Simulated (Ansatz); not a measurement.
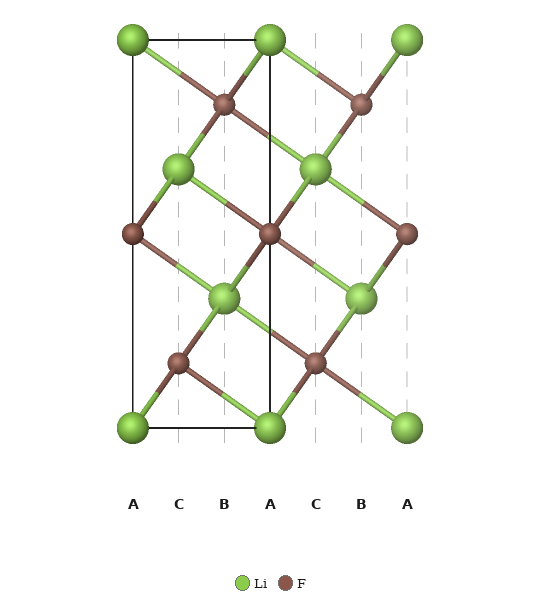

The picture looks along a close-packed row of the hexagonal mesh; [111] points upwards. The dashed lines mark the three columns A (0, 0), B (1/3, 2/3) and C (2/3, 1/3). The box is the hexagonal cell of the face-centred cubic lattice. The sequence starts with the first layer at or above the cell's origin.

System LiF; source of the atomic positions: the input geometry of an electronic-structure calculation (not necessarily at equilibrium); the starting structure was generated, so it need not be a known form of this composition.

List the layers of one repeat.

Answer. Li(A) – F(C) – Li(B) – F(A) – Li(C) – F(B) (six layers in 6.91 Å).

How are the F layers alone stacked?

Answer. F layers alone: CAB, the cubic close-packed type.

Which positions between or in the F layers do the other atoms fill?

Answer. Li: three octahedral sites in each hexagonal cell.
